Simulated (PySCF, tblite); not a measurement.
# C4H9ClSSi: geometry, infrared bands and NMR shifts

Aim: predict the infrared bands and NMR shifts of C4H9ClSSi (`C/C=C(/Cl)SC[SiH3]`).

Computed with tblite 0.8.0 and PySCF 2.14.0, with density-fitted response routines of our own, on a single molecule in the gas phase. Atoms count from 0, in the outputs and in this text.

## Step 1: The starting structure

16 atoms, charge 0, multiplicity 1; geometry from: force field or distance geometry start.

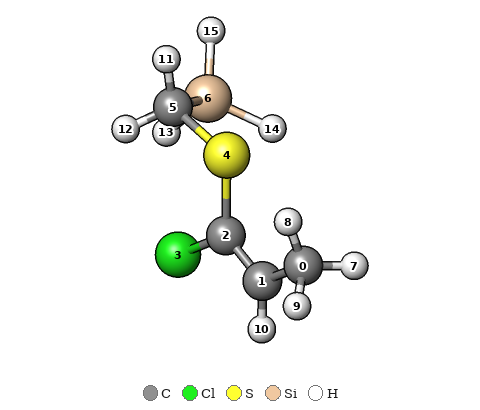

As it starts; carbon grey, chlorine green, sulfur yellow, silicon light orange, hydrogen white, atoms numbered.

## Step 2: Relaxing the molecule with GFN2-xTB

Job settings and geometry (Å):

```
{"job": {"kind": "relax", "xc": "GFN2-xTB", "basis": "xTB"}, "charge": 0, "multiplicity": 1}
C     -2.744200    -0.558100     0.794600
C     -2.075800    -0.381800    -0.523100
C     -0.812800     0.097800    -0.609000
Cl    -0.043600     0.297500    -2.169200
S      0.044600     0.552000     0.917800
C      1.712100     1.141000     0.424000
Si     2.706600    -0.282200    -0.276200
H     -2.834400    -1.626300     1.044000
H     -2.303600     0.056500     1.603400
H     -3.810400    -0.168700     0.685800
H     -2.580600    -0.660900    -1.449400
H      2.222500     1.566700     1.309800
H      1.627500     1.946800    -0.303400
H      2.955200    -0.033400    -1.708400
H      1.914900    -1.530600    -0.139600
H      4.014500    -0.407300     0.387600
```

The run is started by

```bash
$ OMP_NUM_THREADS=1 python probes_run.py task.json out
```

The driver reads the jobs from task.json and runs them one after another.

Output:

```text
step      E/eV     max force
  0    -616.00356    1.896
  1    -616.11838    0.918
  2    -616.16691    0.637
  3    -616.20075    0.502
  4    -616.22559    0.305
  5    -616.23581    0.250
  6    -616.24807    0.225
  7    -616.25408    0.189
  8    -616.25970    0.164
  9    -616.26454    0.175
 10    -616.26902    0.165
 11    -616.27217    0.130
 12    -616.27442    0.117
 13    -616.27621    0.123
 14    -616.27798    0.121
 15    -616.27972    0.144
 16    -616.28119    0.108
 17    -616.28231    0.084
 18    -616.28325    0.088
 19    -616.28411    0.082
 20    -616.28484    0.075
 21    -616.28550    0.074
 22    -616.28612    0.074
 23    -616.28675    0.071
 24    -616.28737    0.057
 25    -616.28792    0.052
 26    -616.28843    0.056
 27    -616.28896    0.064
 28    -616.28951    0.059
 29    -616.29002    0.061
 30    -616.29045    0.049
 31    -616.29083    0.045
 32    -616.29121    0.051
 33    -616.29158    0.060
 34    -616.29191    0.056
 35    -616.29218    0.036
 36    -616.29244    0.050
 37    -616.29273    0.054
 38    -616.29300    0.044
 39    -616.29318    0.034
 40    -616.29332    0.031
 41    -616.29348    0.033
 42    -616.29371    0.050
 43    -616.29397    0.054
 44    -616.29422    0.036
 45    -616.29446    0.041
 46    -616.29476    0.047
 47    -616.29514    0.063
 48    -616.29551    0.061
 49    -616.29578    0.034
 50    -616.29598    0.033
 51    -616.29619    0.050
 52    -616.29644    0.050
 53    -616.29664    0.028
 54    -616.29675    0.024
 55    -616.29682    0.020
 56    -616.29690    0.025
 57    -616.29697    0.022
 58    -616.29701    0.016
 59    -616.29705    0.015
 60    -616.29708    0.017
 61    -616.29713    0.020
 62    -616.29717    0.014
 63    -616.29719    0.016
 64    -616.29722    0.017
 65    -616.29726    0.017
 66    -616.29731    0.020
 67    -616.29738    0.019
 68    -616.29744    0.022
 69    -616.29752    0.024
 70    -616.29762    0.035
 71    -616.29774    0.035
 72    -616.29786    0.022
 73    -616.29794    0.025
 74    -616.29799    0.017
 75    -616.29805    0.022
 76    -616.29813    0.023
 77    -616.29823    0.023
 78    -616.29830    0.028
 79    -616.29837    0.023
 80    -616.29846    0.029
 81    -616.29855    0.029
 82    -616.29863    0.022
 83    -616.29872    0.032
 84    -616.29885    0.033
 85    -616.29904    0.037
 86    -616.29927    0.026
 87    -616.29939    0.046
 88    -616.29954    0.029
 89    -616.29960    0.019
 90    -616.29968    0.019
 91    -616.29976    0.020
 92    -616.29990    0.025
 93    -616.29999    0.022
 94    -616.30003    0.013
 95    -616.30005    0.015
 96    -616.30008    0.014
 97    -616.30012    0.021
 98    -616.30018    0.025
 99    -616.30025    0.019
100    -616.30032    0.025
101    -616.30038    0.025
102    -616.30045    0.024
103    -616.30053    0.022
104    -616.30058    0.017
105    -616.30062    0.020
106    -616.30067    0.021
107    -616.30080    0.020
108    -616.30086    0.022
109    -616.30098    0.020
110    -616.30108    0.028
111    -616.30120    0.025
112    -616.30130    0.025
113    -616.30132    0.025
114    -616.30145    0.027
115    -616.30153    0.025
116    -616.30168    0.017
117    -616.30171    0.017
118    -616.30176    0.018
119    -616.30181    0.021
120    -616.30186    0.016
121    -616.30189    0.008
```

Wall time 1.6 s (1 thread of Arm Neoverse N1, shared host).

Step by step: (not every step is listed)

| step | energy from step 0 (eV) | largest force (eV/Å) |
| --- | --- | --- |
| 0 | 0.0000 | 1.8965 |
| 1 | -0.1148 | 0.9179 |
| 2 | -0.1634 | 0.6372 |
| 3 | -0.1972 | 0.5020 |
| 4 | -0.2220 | 0.3050 |
| 5 | -0.2323 | 0.2503 |
| 6 | -0.2445 | 0.2250 |
| 7 | -0.2505 | 0.1893 |
| 8 | -0.2561 | 0.1644 |
| 18 | -0.2797 | 0.0885 |
| 28 | -0.2859 | 0.0594 |
| 38 | -0.2894 | 0.0442 |
| 48 | -0.2920 | 0.0613 |
| 58 | -0.2935 | 0.0156 |
| 68 | -0.2939 | 0.0220 |
| 78 | -0.2947 | 0.0278 |
| 88 | -0.2960 | 0.0291 |
| 98 | -0.2966 | 0.0247 |
| 108 | -0.2973 | 0.0223 |
| 116 | -0.2981 | 0.0171 |
| 117 | -0.2981 | 0.0171 |
| 118 | -0.2982 | 0.0180 |
| 119 | -0.2983 | 0.0208 |
| 120 | -0.2983 | 0.0158 |
| 121 | -0.2983 | 0.0080 |

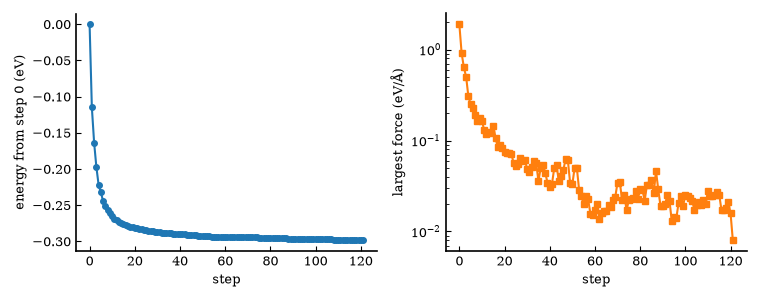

Energy and largest force along the relaxation.

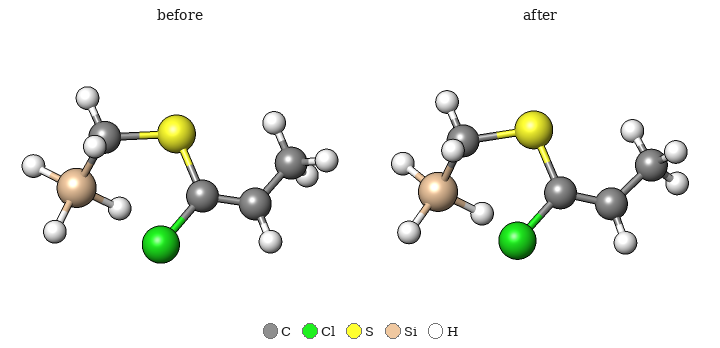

Before and after, at one scale.

Distances of close pairs at the start and the end, largest changes first:

| bond | before (Å) | after (Å) | change (Å) |
| --- | --- | --- | --- |
| C0–H9 | 1.140 | 1.090 | -0.050 |
| C5–Si6 | 1.872 | 1.917 | +0.045 |
| C2–S4 | 1.809 | 1.766 | -0.043 |
| Si6–H14 | 1.485 | 1.461 | -0.024 |
| C1–C2 | 1.354 | 1.330 | -0.023 |
| C0–H8 | 1.107 | 1.087 | -0.020 |
| C2–Cl3 | 1.751 | 1.732 | -0.019 |
| C5–H11 | 1.107 | 1.088 | -0.019 |

The next job starts from the end point, and lists it.

## Step 3: Infrared spectrum with GFN2-xTB

Job settings and geometry (Å):

```
{"job": {"kind": "ir", "xc": "GFN2-xTB", "basis": "xTB"}, "charge": 0, "multiplicity": 1}
C     -2.764360    -0.603782     0.794531
C     -1.974050    -0.437752    -0.458054
C     -0.782209     0.150560    -0.514474
Cl     0.048210     0.298587    -2.026665
S      0.009773     0.847911     0.901239
C      1.690512     1.214029     0.312933
Si     2.642149    -0.317921    -0.336046
H     -3.174307    -1.610548     0.848152
H     -2.144133    -0.417197     1.667310
H     -3.597947     0.098619     0.808623
H     -2.417996    -0.810047    -1.370018
H      2.171874     1.626493     1.197548
H      1.611398     2.012244    -0.422851
H      3.088286    -0.037084    -1.698165
H      1.792950    -1.504351    -0.267162
H      3.792251    -0.500817     0.551687
```

Output:

```text
mode    cm-1     km/mol
  1      22.1      1.75
  2      88.8      1.75
  3      95.6      0.27
  4     153.7      3.39
  5     176.3      0.18
  6     188.8      0.98
  7     216.0      0.31
  8     234.4      0.80
  9     318.3      0.28
 10     418.4      1.23
 11     419.4      4.13
 12     541.0     32.75
 13     549.9     27.72
 14     576.2     24.53
 15     664.1     18.10
 16     727.4     39.13
 17     765.7    187.25
 18     778.8      8.76
 19     784.9    247.77
 20     801.2     78.42
 21     818.2    226.52
 22     838.8     22.92
 23    1003.0     36.44
 24    1028.6      1.33
 25    1082.4     10.97
 26    1122.9      9.29
 27    1180.1      5.79
 28    1258.2     10.92
 29    1398.6      8.35
 30    1437.2      4.26
 31    1466.6      4.36
 32    1472.8      3.20
 33    1654.0     21.54
 34    2262.7    409.34
 35    2289.9    102.66
 36    2294.8    302.58
 37    2987.2     15.42
 38    2994.4     15.50
 39    3009.5      8.85
 40    3023.0     21.13
 41    3046.8     17.54
 42    3075.7     17.63
```

It took 1.1 s on 1 thread of Arm Neoverse N1, shared host.

Which atoms move in the most intense modes:

| cm⁻¹ | km/mol | atoms |
| --- | --- | --- |
| 727 | 39.1 | C5 28 %, H12 27 %, H11 19 %, H13 11 % |
| 766 | 187.2 | H13 45 %, H14 32 % |
| 785 | 247.8 | C5 35 %, Si6 15 %, H15 12 % |
| 801 | 78.4 | H15 37 %, H13 27 %, H14 15 %, C5 13 % |
| 818 | 226.5 | H14 43 %, H15 32 % |
| 2263 | 409.3 | H15 94 % |
| 2290 | 102.7 | H13 61 %, H14 36 % |
| 2295 | 302.6 | H14 59 %, H13 36 % |

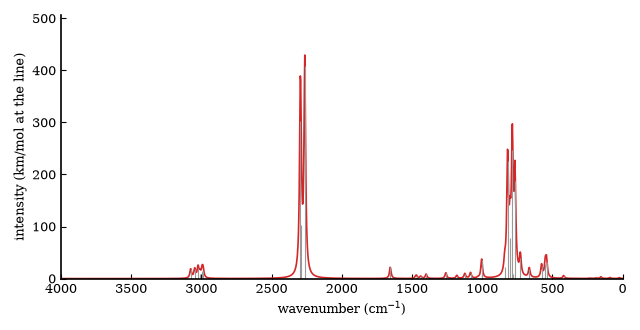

The infrared spectrum from these modes, unscaled. Lines are broadened to a width of 14 cm⁻¹ (Lorentzian).

## Step 4: Shielding tensors: PBE0/pcSseg-1

The job, as its differences from that of step 3:

```diff
@@ -1,2 +1,2 @@
-{"job": {"kind": "ir", "xc": "GFN2-xTB", "basis": "xTB"}, "charge": 0, "multiplicity": 1}
+{"job": {"kind": "nmr", "xc": "PBE0", "basis": "pcSseg-1"}, "charge": 0, "multiplicity": 1}
 C     -2.764360    -0.603782     0.794531
```

With the program's defaults for keys left out, this is: GIAO PBE0/pcSseg-1 NMR shielding, non-relativistic, gas phase.

Output:

```text
coarse grid: 14800 points
cycle   1  E = -1304.9352922504  dE =  6.727e-01  |g| = 3.801e-01  |ddm| = 3.755e+00
cycle   2  E = -1304.9023193361  dE =  3.297e-02  |g| = 5.309e-01  |ddm| = 7.113e-01
cycle   3  E = -1304.9692798243  dE = -6.696e-02  |g| = 1.001e-01  |ddm| = 4.989e-01
cycle   4  E = -1304.9717432626  dE = -2.463e-03  |g| = 2.867e-02  |ddm| = 1.281e-01
cycle   5  E = -1304.9719317672  dE = -1.885e-04  |g| = 7.543e-03  |ddm| = 3.245e-02
cycle   6  E = -1304.9719457630  dE = -1.400e-05  |g| = 2.142e-03  |ddm| = 1.109e-02
cycle   7  E = -1304.9719467169  dE = -9.538e-07  |g| = 6.027e-04  |ddm| = 2.615e-03
final grid: 128600 points
cycle   8  E = -1305.0146457120  dE = -2.811e-05  |g| = 8.090e-03  |ddm| = 2.568e-02
cycle   9  E = -1305.0146359015  dE =  9.811e-06  |g| = 9.930e-03  |ddm| = 1.739e-02
cycle  10  E = -1305.0146612155  dE = -2.531e-05  |g| = 9.347e-04  |ddm| = 1.107e-02
cycle  11  E = -1305.0146613999  dE = -1.844e-07  |g| = 2.465e-04  |ddm| = 1.345e-03
cycle  12  E = -1305.0146614143  dE = -1.440e-08  |g| = 6.424e-05  |ddm| = 2.844e-04
cycle  13  E = -1305.0146614153  dE = -9.500e-10  |g| = 2.322e-05  |ddm| = 9.115e-05
converged SCF energy = -1305.0146614153

GIAO shielding tensors (ppm)
atom      isotropic    diamagn.    paramagn.     s11        s22        s33       span
  0 C      168.976     248.291     -79.316    153.937    168.732    184.258     30.321
  1 C       59.418     253.479    -194.061    -44.270     77.916    144.608    188.879
  2 C       45.958     260.826    -214.868    -46.345     85.250     98.969    145.314
  3 Cl     678.712    1149.274    -470.563    504.932    597.999    933.204    428.272
  4 S      430.920    1057.266    -626.346    277.409    382.407    632.944    355.535
  5 C      173.305     255.094     -81.788    158.709    172.929    188.278     29.569
  6 Si     410.922     878.216    -467.294    362.487    413.913    456.366     93.879
  7 H       29.864      27.790       2.075     25.450     27.168     36.975     11.525
  8 H       29.691      30.934      -1.243     24.196     32.296     32.579      8.383
  9 H       29.876      27.438       2.438     25.416     27.155     37.057     11.641
 10 H       25.726      31.963      -6.237     21.947     24.437     30.793      8.846
 11 H       30.023      30.391      -0.368     24.449     27.384     38.237     13.788
 12 H       29.257      31.154      -1.896     24.263     27.302     36.206     11.943
 13 H       27.483      29.002      -1.520     23.866     25.815     32.767      8.902
 14 H       27.970      28.517      -0.547     23.968     28.564     31.378      7.410
 15 H       27.639      28.382      -0.743     23.621     25.431     33.864     10.243
```

Wall time 53 s (1 thread of Arm Neoverse N1, shared host); peak memory 0.89 GiB.

Shifts follow as δ = σ(reference) − σ, with reference shieldings (ppm) from runs at the same level and on the same kind of geometry: 1H TMS 31.72, 13C TMS 186.9, 29Si TMS 349.2, 33S CS2 504, 35Cl HCl 950. The references are single molecules in the gas phase. Atoms listed in one row are averaged.

| atoms | environment | σ (ppm) | δ (ppm) | δ scaled to CDCl3 |
| --- | --- | --- | --- | --- |
| C2 | fully substituted alkene carbon | 46.0 | 141.0 | 131.3 |
| C1 | alkene CH | 59.4 | 127.5 | 122.5 |
| C0 | allylic methyl carbon | 169.0 | 17.9 | 15.6 |
| C5 | sp3 CH2 bonded to S and Si | 173.3 | 13.6 | 7.0 |
| H10 | hydrogen on an alkene CH | 25.73 | 5.99 | 5.75 |
| H13, H14, H15 | hydrogen on a silicon bonded to C | 27.70 | 4.02 | – |
| H11, H12 | hydrogen on an sp3 CH2 bonded to S and Si | 29.64 | 2.08 | 2.06 |
| H7, H8, H9 | hydrogen on an allylic methyl carbon | 29.81 | 1.91 | 1.90 |
| Cl3 | chlorine bonded to C | 679 | 271 | – |
| S4 | sulfide sulfur | 431 | 73 | – |
| Si6 | silicon bonded to C, 3 H | 410.9 | -61.8 | – |

The scaled column applies a straight-line fit of computed shieldings to shifts measured in CDCl3, with any fitted terms for Cl, Br or S neighbours (root-mean-square error 0.16 ppm for H, 1.9 ppm for C).

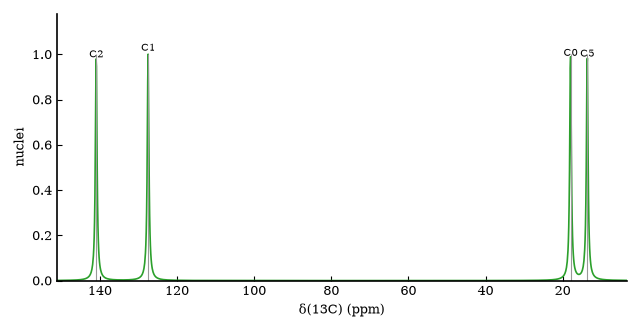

13C lines at the computed shifts, without couplings. Lines are broadened to a width of 0.51 ppm (Lorentzian).

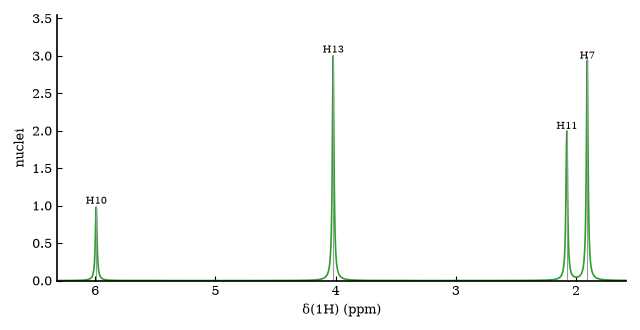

1H lines at the computed shifts, without couplings. Lines are broadened to a width of 0.02 ppm (Lorentzian).

Charges from the same density, by scheme (e):

| atoms | Mulliken | IAO | Hirshfeld | ESP fit |
| --- | --- | --- | --- | --- |
| C0 | -0.23 | -0.42 | -0.12 | -0.27 |
| C1 | -0.09 | -0.17 | -0.07 | 0.04 |
| C2 | -0.32 | -0.16 | -0.02 | -0.19 |
| Cl3 | -0.05 | -0.01 | 0.03 | -0.02 |
| S4 | 0.11 | 0.16 | 0.03 | -0.09 |
| C5 | -0.63 | -0.63 | -0.17 | -0.25 |
| Si6 | 0.52 | 0.60 | 0.28 | 0.32 |

Hirshfeld charges:

C0 -0.12; C1 -0.07; C2 -0.02; Cl3 0.03; S4 0.03; C5 -0.17; Si6 0.28; H7 0.05; H8 0.04; H9 0.05; H10 0.05; H11 0.05; H12 0.03; H13 -0.08; H14 -0.08; H15 -0.08

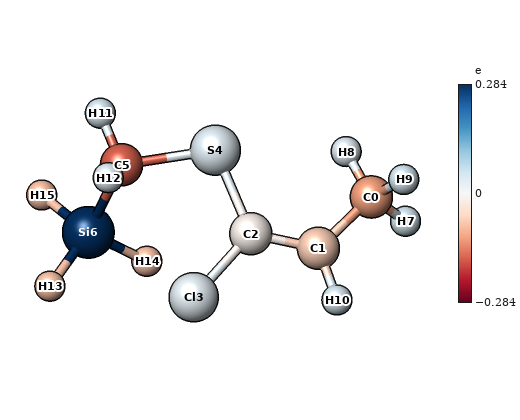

Hirshfeld charges, as colours on the atoms.

Mayer bond orders: C0–C1 1.07, C1–C2 1.78, C2–Cl3 1.03, C2–S4 1.00, S4–C5 0.98, C5–Si6 0.82.

## Step 5: Results

```
                                                              quantity                         value
                             strongest single infrared mode (GFN2-xTB)         2263 cm⁻¹, 409 km/mol
                                          zero-point energy (GFN2-xTB)                 70.4 kcal/mol
                                13C shifts against TMS (PBE0/pcSseg-1)  141.0, 127.5, 17.9, 13.6 ppm
1H shifts against TMS (PBE0/pcSseg-1, means over atoms taken as alike)    5.99, 4.02, 2.08, 1.91 ppm
                               35Cl shifts against HCl (PBE0/pcSseg-1)                       271 ppm
                                33S shifts against CS2 (PBE0/pcSseg-1)                        73 ppm
                               29Si shifts against TMS (PBE0/pcSseg-1)                     -61.8 ppm
```

What this shows: Over 121 steps the energy fell by 0.298 eV; of the close pairs, C0–H9 changed most, 1.140 to 1.090 Å. No mode is imaginary among the 42: a minimum at this level. The strongest single mode, at 2263 cm⁻¹, moves mainly H15. GFN2-xTB is a fitted tight-binding method: band positions and strengths are rough. Its intensities can rank the bands wrongly. H10 (hydrogen on an alkene CH) lies farthest downfield among hydrogen, at 5.99 ppm; attached to an sp2 carbon and in the plane of the double bond. At PBE0/pcSseg-1: Shielding is most anisotropic at Cl3 (span 428 ppm, paramagnetic term -471 ppm).
